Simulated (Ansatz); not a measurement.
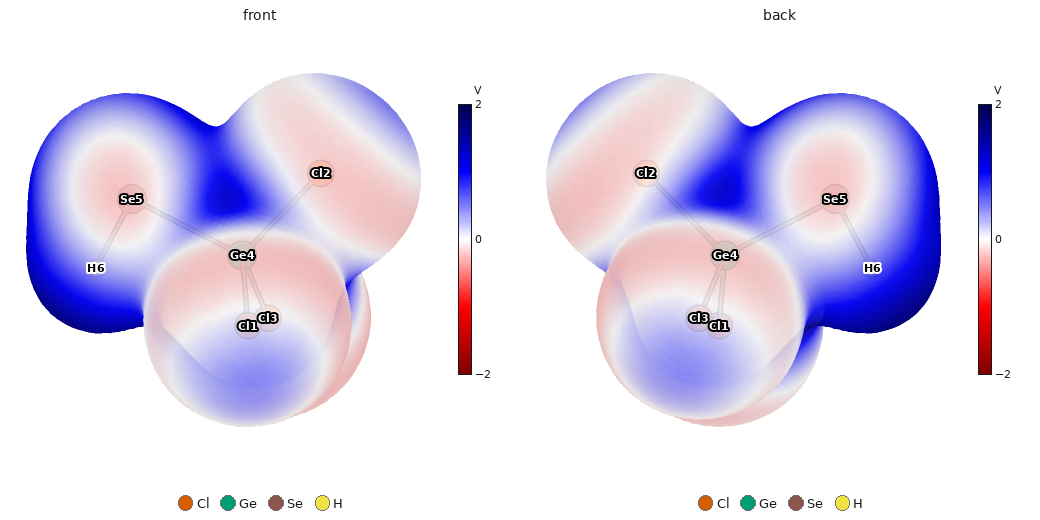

Figure. Cl$_{3}$GeHSe (SMILES [Cl][Ge]([Cl])([Cl])[SeH]). The molecular electrostatic potential painted on the density surface at 0.002 e/bohr³, seen from the front and from behind; red is negative and blue positive.

Geometry: PBE0-D4/def2-SVP.

Method: isolated molecule in a Gaussian basis; Kohn-Sham density functional theory, functional PBE0 (Ansatz).

```yaml
atoms:
  - { symbol: Cl, position_ang: [-0.8594, -1.0323, 1.7841] }
  - { symbol: Cl, position_ang: [2.2126, -1.1607, 0.1599] }
  - { symbol: Cl, position_ang: [-0.7629, -1.3423, -1.6309] }
  - { symbol: Ge, position_ang: [0.2129, -0.4187, 0.0358] }
  - { symbol: Se, position_ang: [0.3532, 1.8892, -0.1701] }
  - { symbol: H, position_ang: [-1.1145, 2.0009, -0.2249] }
```

### Where is the surface potential most negative and most positive?

The most negative region (about −0.3 V) lies over Cl1, Cl2, Cl3 and Se5, the most positive (about +1.7 V) over Ge4 and H6. Cl1 shows a σ-hole: about +0.5 V at the tip opposite its bond, against about −0.2 V on its flanks. Cl2 shows a σ-hole: about +0.5 V at the tip opposite its bond, against about −0.1 V on its flanks. Cl3 shows a σ-hole: about +0.5 V at the tip opposite its bond, against about −0.2 V on its flanks.

### What dipole moment does the calculation give?

Its dipole moment is 1.67 D.
